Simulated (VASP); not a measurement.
Band structure of SnTe (rock salt). Method: optB88-vdW, VASP's PBE PAW potentials (set 64) (plane waves; VASP).

Unless said otherwise, spin-orbit coupling is left out, though it shifts the bands of the heavy elements here.

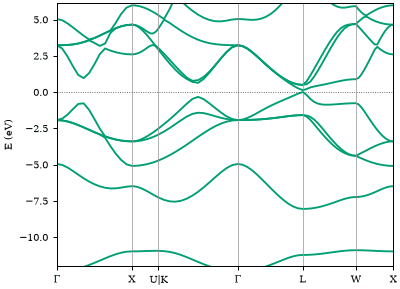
Figure. Bands along high-symmetry lines, zero at the valence-band maximum or, without a gap, the Fermi level

Q: Read the plot: is there a gap, and where are the band edges?

A: The gap is direct, 0.13 eV, from the valence maximum at L to the conduction minimum at L. (Edges off the drawn lines would not show.)

The compound is SnTe in the rock salt structure, which distorts at low temperature. It was relaxed first.
